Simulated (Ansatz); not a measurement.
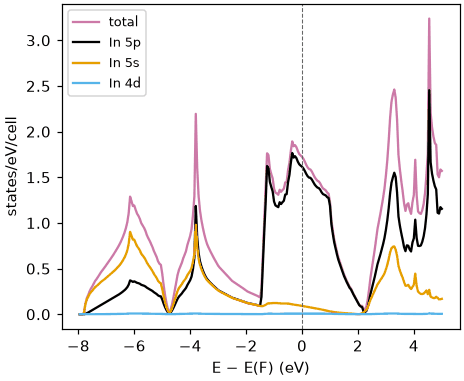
Fig. 1. Total and projected density of states of In (diamond, Fd-3m), DFT-PBE in the program Ansatz with PAW potentials

Task: Which orbitals carry the states next to the Fermi level?

Result: Within 0.5 eV of the Fermi level: In 5p 94 %, In 5s 5 %. Projections are on Löwdin-orthogonalised atomic valence shells; empty p or d shells of many metals are not among them.

Task: Where is the tallest occupied peak in this window, and what makes it?

Result: Near -3.8 eV, about 2.2 states/eV per cell; the largest projected share is In 5p.

The start of the workflow was typed in or built on a structure type; neither database checked (COD, Materials Project) lists it. It is not the phase usual at ambient conditions (space group No. 139). The PBE relaxation kept the symmetry of its start; its stability against distortions is not shown here. Spin–orbit coupling is left out wherever it is not named.

Potentials: the later of the program's two PAW sets.
